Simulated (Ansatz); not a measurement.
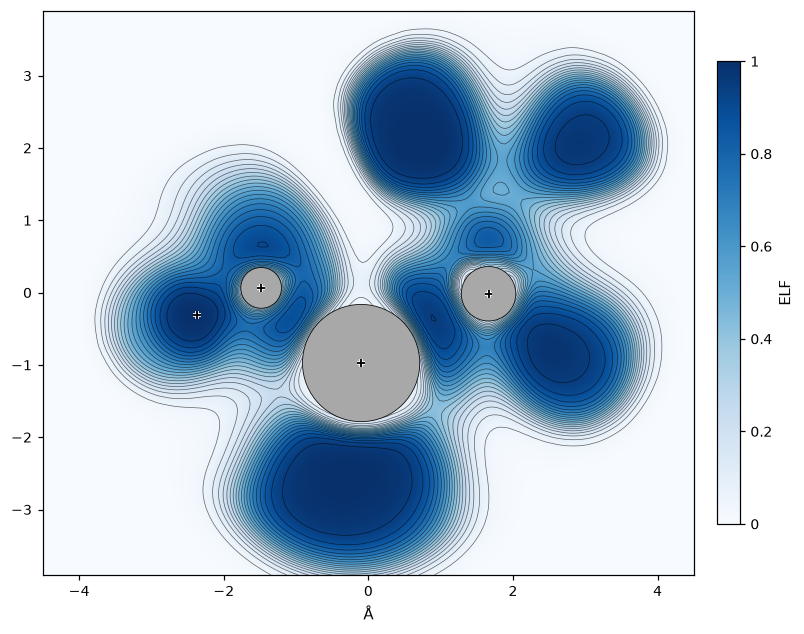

The ELF on a plane through atoms (crosses mark nuclei in the plane; grey discs cover the cores).

These are results of isolated molecule in a Gaussian basis; Kohn-Sham density functional theory, functional PBE0 in Ansatz 0.2.0, not measurements.

Candidates:
A. C8H20O4W (SMILES CC[O][W]([O]CC)([O]CC)[O]CC) (triplet)
B. C2H6AlO (SMILES C[CH2][Al][OH]) (doublet)
C. FH4OSi2 (SMILES F[SiH2]O[SiH2]) (doublet)

Which candidate gave the map?

Answer. Candidate B: C2H6AlO on the plane of atoms C2, Al3 and O4, which holds C, Al, O and H. Al–O (1.73 Å): the ELF peaks at about 0.90 in the valence shell of O, 0.6 Å from its nucleus, and is about 0.45 at the midpoint. C–Al (2.01 Å): the ELF peaks at about 0.95 between the atoms: a polar covalent bond.
